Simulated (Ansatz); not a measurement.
**Single-point calculation, with input and output: Si2H10O3**

- system: Si2H10O3
- method: RKS PBE0-D4/def2-TZVPP (Ansatz 0.2.0)

The geometry is the product side of a reaction. The reaction was set up to form Si1–O8, H7–O10 and H2–H9 and to break Si1–H2, H7–O8 and H9–O10 (atoms counted from 1 in the order of the input); sticks are drawn by distance alone. The geometry comes from this level: PBE0-D4/def2-TZVP.

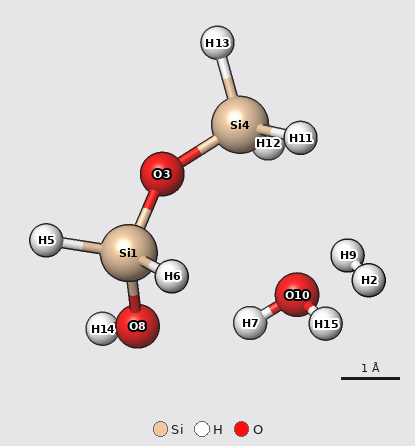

Fig. 1: The input geometry (ball-and-stick view, seen at a tilt; atoms are numbered from 1 in the order of the input).

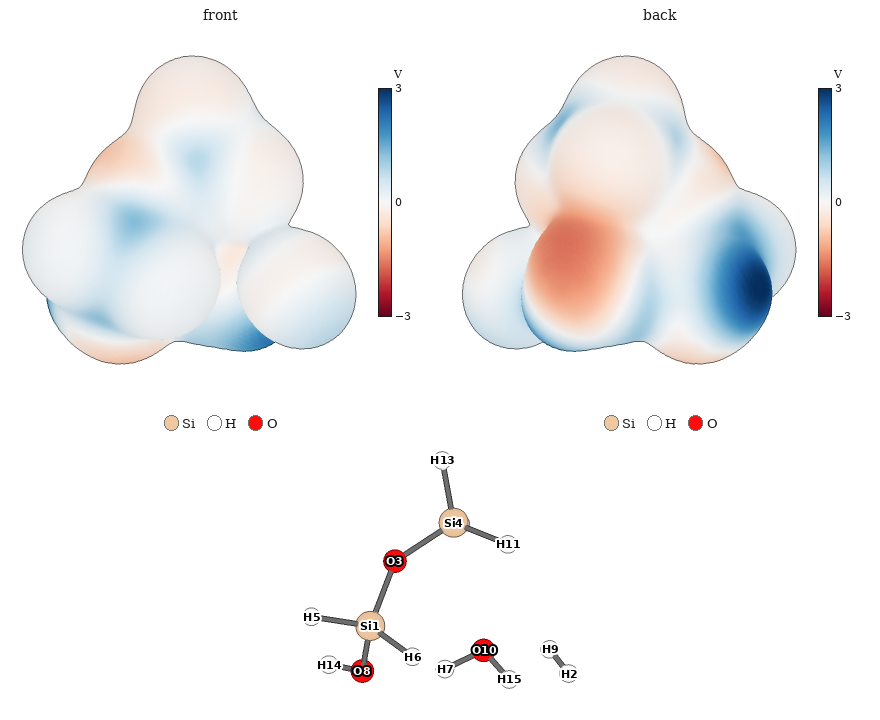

Fig. 2: The molecular electrostatic potential painted on the density surface at 0.002 e/bohr³, seen face on and from behind; the colour scale runs from red (negative) to blue (positive). The bare structure is drawn below in the same view. A positive charge is drawn to the negative regions and a negative charge to the positive ones.

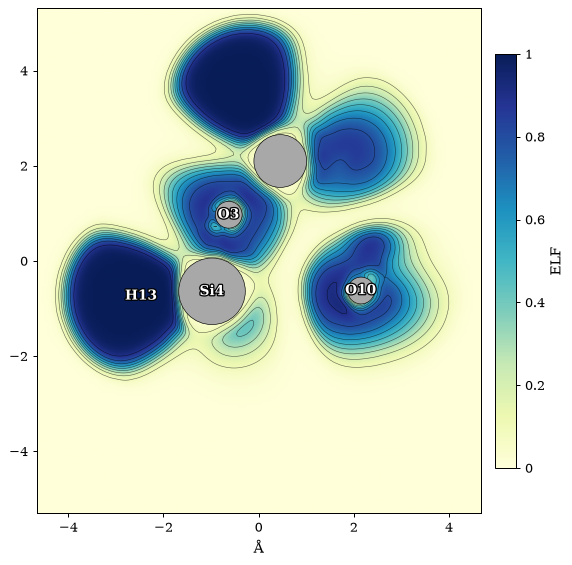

Fig. 3: Electron localisation function on the plane of atoms O3, Si4 and H13. Grey discs, where drawn, cover atomic cores. Atoms in the plane: O, Si and H. Si–O (1.65 Å): the ELF peaks at about 0.85 between the atoms (a polar covalent bond). Si–H (1.49 Å): the ELF climbs to about 1 towards the hydrogen, as it does in any bond to H.

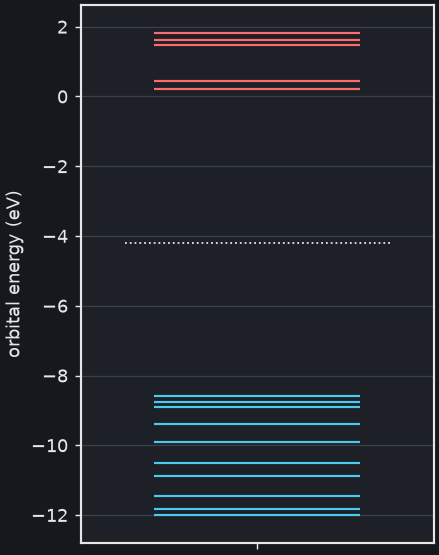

Fig. 4: Orbital energies near the frontier; the dotted line parts filled from empty levels, and levels within 0.02 eV of each other stand side by side. Highest filled −8.60 eV, lowest empty 0.21 eV, 8.81 eV apart.

The input that produced these results follows, with the program's output.

Input:
```yaml
crystal:
  periodic: [false, false, false]
  atoms:
    - {symbol: Si, position_ang: [1.238449, 1.014966, -0.672683]}
    - {symbol: H, position_ang: [-0.251013, -0.356206, 3.548295]}
    - {symbol: O, position_ang: [0.883792, -0.488392, -1.158778]}
    - {symbol: Si, position_ang: [0.035793, -1.858472, -0.822423]}
    - {symbol: H, position_ang: [2.437743, 1.445102, -1.430077]}
    - {symbol: H, position_ang: [1.442435, 1.069291, 0.790627]}
    - {symbol: H, position_ang: [-1.441670, 1.173652, 0.035920]}
    - {symbol: O, position_ang: [0.009133, 2.084213, -0.966294]}
    - {symbol: H, position_ang: [-0.201467, -0.590563, 2.840512]}
    - {symbol: O, position_ang: [-1.717353, 0.374427, 0.504314]}
    - {symbol: H, position_ang: [-0.028236, -2.099234, 0.639692]}
    - {symbol: H, position_ang: [-1.318841, -1.794236, -1.415245]}
    - {symbol: H, position_ang: [0.786707, -2.975006, -1.454441]}
    - {symbol: H, position_ang: [-0.110628, 2.380691, -1.870064]}
    - {symbol: H, position_ang: [-1.764943, 0.619865, 1.430647]}
basis:
  gaussian: {orbitals: def2-TZVPP}
hamiltonian: {xc: pbe0, dispersion: d4}
output: {orbitals: {seedname: orbitals}}
```

Run as:
```bash
ansatz run in.yaml --threads 8 --pin off --events-out ev --progress --plain --max-ram 19148MiB
```

What the program printed:
```
Functional definition: PBE0
  name "PBE0"
  cite "Adamo & Barone, J. Chem. Phys. 110, 6158 (1999) doi:10.1063/1.478522"
  cite "Perdew, Burke & Ernzerhof, Phys. Rev. Lett. 77, 3865 (1996) doi:10.1103/PhysRevLett.77.3865"
  parent pbe
  parameter a = 0.25
  parameter kappa = 0.804
  parameter beta = 0.06672455060314922
  exchange = (1 - a)*pbe_x(kappa = kappa, mu = beta*pi^2/3) + a*exact_x
  correlation = pbe_c(beta = beta)
1625 factors; their error is unknown
mean field evaluation 1: about -22041.4364 eV, gradient 8.4e1 eV
mean field evaluation 2: about -22024.2331 eV, gradient 1.3e2 eV
mean field evaluation 4: about -22052.1772 eV, gradient 6.5e0 eV
mean field evaluation 8: about -22052.2398 eV, gradient 1.1e-1 eV
mean field evaluation 16: about -22052.2868 eV, gradient 7.6e-5 eV
mean field -22052.28679505 eV, -810.4065921411 hartree, gradient 7.6e-5 eV, S^2 0.000000; 0 other end points of the search recorded, 0 dependent functions left out
reference -22052.28683418 eV, -810.4065935793 hartree; 31, 31 occupied and 286, 286 virtual orbitals, 1625 factors
Total energy: -22052.54273962 eV, -810.4159979308 hartree
```

Summary:

| quantity | value |
| --- | --- |
| outcome | converged |
| total energy | −22052.5427 eV |
| mean-field energy | −22052.2868 eV |
| dispersion energy | −0.2559 eV |
| SCF solution under orbital rotations | stable |
| HOMO | −8.60 eV |
| LUMO | 0.21 eV |
| hardware | 8 threads of AMD EPYC, 23 GiB of memory available, shared host |
| wall time | 2.2 s (CPU time 14 s) |
| peak memory | 0.98 GiB |
